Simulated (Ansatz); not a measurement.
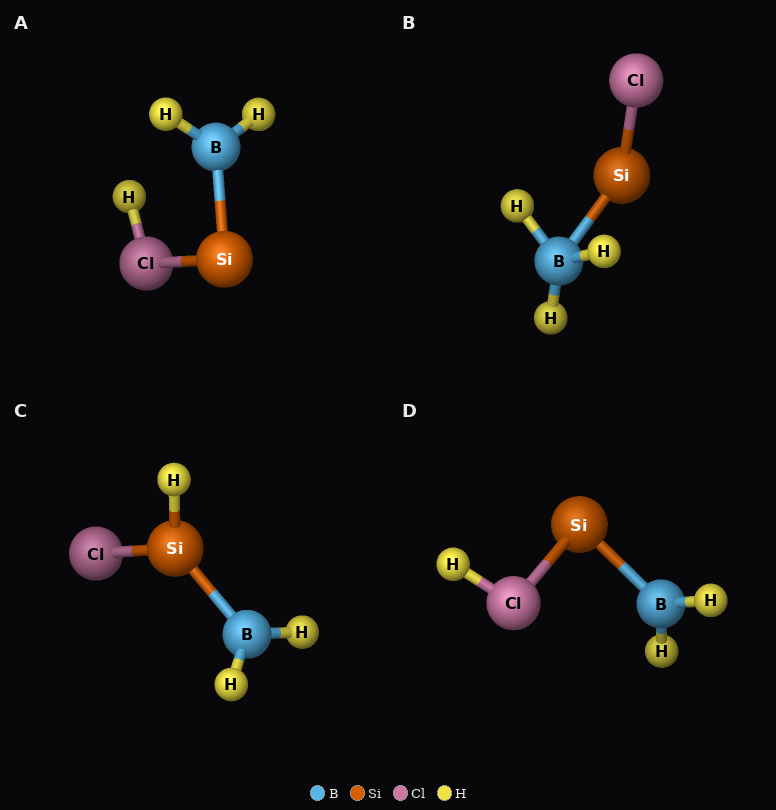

4 stationary structures of one formula. Charge +1, singlet. Geometries: PBE0-D4/def2-TZVP. Electronic energies: RHF-CCSD(T) (frozen core)/def2-TZVPP (Ansatz 0.2.0), without zero-point energy. No frequency run is at hand to confirm each as a minimum.

### Which structure is the most stable?

C is lowest (Cs); B lies 8.0 kcal/mol above it (Cs), D lies 41.8 kcal/mol above it (Cs), A lies 43.1 kcal/mol above it (Cs).
